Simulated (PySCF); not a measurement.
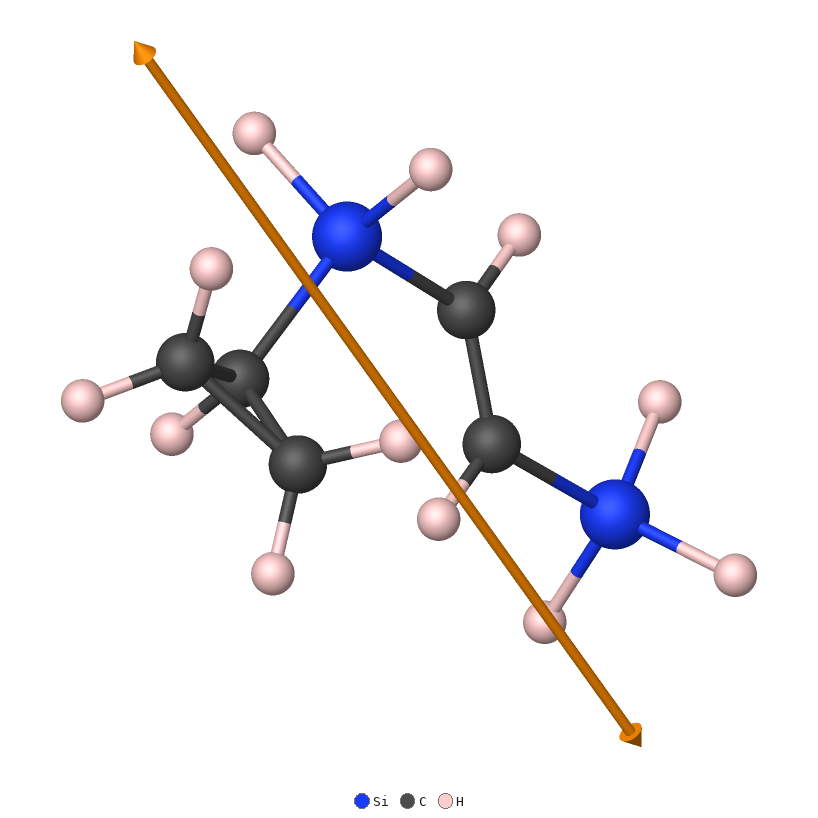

The double arrow shows the direction of the transition dipole to excited singlet state 3 (its length means nothing). The geometry was computed by an optimisation with GFN2-xTB. No frequency run is at hand to confirm it as a minimum. Properties computed with TDDFT PBE0/def2-SVPD, vertical, gas phase, core orbitals frozen in the response (PySCF 2.14.0).

> Where does the transition lie, and how strong is it?

6.63 eV (187 nm), oscillator strength 0.50, mainly HOMO → LUMO (weight 0.73); transition dipole 4.44 D.

The geometry is semi-empirical. Around Si such bond lengths and angles can be off by a tenth of an ångström or more and by several degrees, and values that hang on the shape move with them.
